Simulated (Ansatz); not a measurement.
# HF/STO-3G run of PH3F+ (SMILES F[PH3+])

Aim: the vertical ionisation energy of PH3F+ at HF/STO-3G, from 2 runs. 

The results are computed with Ansatz 0.2.0.

3 further runs of the same task are left out: 1 that didn't finish, 2 set aside as unsound or not needed.

### Step 1. The system as given

PH3F+: 5 atoms, total charge +1, spin state singlet. As SMILES, `F[PH3+]`. Geometry: relaxed at GFN2-xTB.

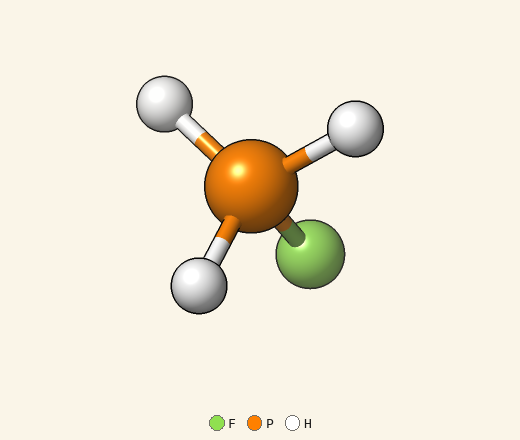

The structure, seen from a chosen angle (fluorine green, phosphorus orange, hydrogen white).

### Step 2. The energy at HF/STO-3G

molecule.yaml reads:

```yaml
crystal:
  periodic: [false, false, false]
  atoms:
    - {symbol: F, position_ang: [-1.365490, 0.250400, 0.341100]}
    - {symbol: P, position_ang: [0.122590, -0.022380, -0.030680]}
    - {symbol: H, position_ang: [0.038180, -0.428620, -1.349370]}
    - {symbol: H, position_ang: [0.486130, -1.008290, 0.868130]}
    - {symbol: H, position_ang: [0.718590, 1.208890, 0.170830]}
basis:
  gaussian:
    orbitals: STO-3G
total_charge: 1
hamiltonian:
  xc: hf
accuracy: high
```

On the command line:

```
$ ansatz run molecule.yaml --threads 1 --pin off --max-ram 2610MiB --events-out events.jsonl --progress --plain --runs-dir runs
```

The program printed:

```text
Warning: RAYON_NUM_THREADS=1 ignored (pool sized by the plan → 1); use --threads N
Functional definition: HF
  name "HF"
  exchange = exact_x
  correlation = 0
290 factors; integrals over basis functions are off by at most 3.3e-8 eV
mean field evaluation 1: about -11873.0649 eV, gradient 2.5e1 eV
mean field evaluation 2: about -11873.1011 eV, gradient 2.5e1 eV
mean field evaluation 4: about -11876.2775 eV, gradient 1.6e0 eV
mean field evaluation 8: about -11876.2934 eV, gradient 1.5e-6 eV
mean field -11876.29340309 eV, -436.4457325229 hartree, gradient 2.8e-8 eV, S^2 0.000000; 0 other end points of the search recorded, 0 dependent functions left out
reference -11876.29340309 eV, -436.4457325229 hartree; 13, 13 occupied and 4, 4 virtual orbitals, 290 factors
Total energy: -11876.29340309 eV, -436.4457325229 hartree
```

Run time: 0.08 s. Hardware: 1 thread of Intel Xeon Platinum 8559C (Emerald Rapids), shared host.

### Step 3. Doublet [PH3F]2+ at the same level

job.yaml reads:

```yaml
crystal:
  periodic: [false, false, false]
  atoms:
    - symbol: F
      position_ang: [-1.365490, 0.250400, 0.341100]
    - symbol: P
      position_ang: [0.122590, -0.022380, -0.030680]
    - symbol: H
      position_ang: [0.038180, -0.428620, -1.349370]
    - symbol: H
      position_ang: [0.486130, -1.008290, 0.868130]
    - symbol: H
      position_ang: [0.718590, 1.208890, 0.170830]
basis:
  gaussian: {orbitals: STO-3G}
accuracy: high
magnetization: {spin_polarized: true, initial_magnetization: 1}
total_charge: 2
hamiltonian: {xc: hf}
```

On the command line:

```
$ ansatz run job.yaml --threads 1 --pin off --max-ram 2610MiB --events-out events.jsonl --progress --plain --runs-dir runs
```

The program printed (excerpt; [...] marks lines left out):

```text
Warning: RAYON_NUM_THREADS=1 ignored (pool sized by the plan → 1); use --threads N
[... 2 set-up lines as earlier in the session ...]
[...]
290 factors; integrals over basis functions are off by at most 3.3e-8 eV
[...]
mean field -11858.90580095 eV, -435.8067499298 hartree, gradient 1.1e-8 eV, S^2 0.753624; 4 other end points of the search recorded, 0 dependent functions left out
reference -11858.90580095 eV, -435.8067499298 hartree; 13, 12 occupied and 4, 5 virtual orbitals, 290 factors
Total energy: -11858.90580095 eV, -435.8067499298 hartree
```

It took 0.32 s on 1 thread of Intel Xeon Platinum 8559C (Emerald Rapids), shared host.

### Step 4. What came out

At HF/STO-3G:

| quantity | value |
| --- | --- |
| singlet PH3F+: total energy | -436.44573 Eh |
| doublet [PH3F]2+: total energy | -435.80675 Eh |
| doublet [PH3F]2+: ⟨S²⟩ | 0.754 |
| vertical ionisation energy (to the doublet dication) | 17.388 eV |

What this shows: The vertical ionisation energy comes to 17.39 eV (401 kcal/mol). In a minimal basis such a difference can be off by several eV, whatever the method.
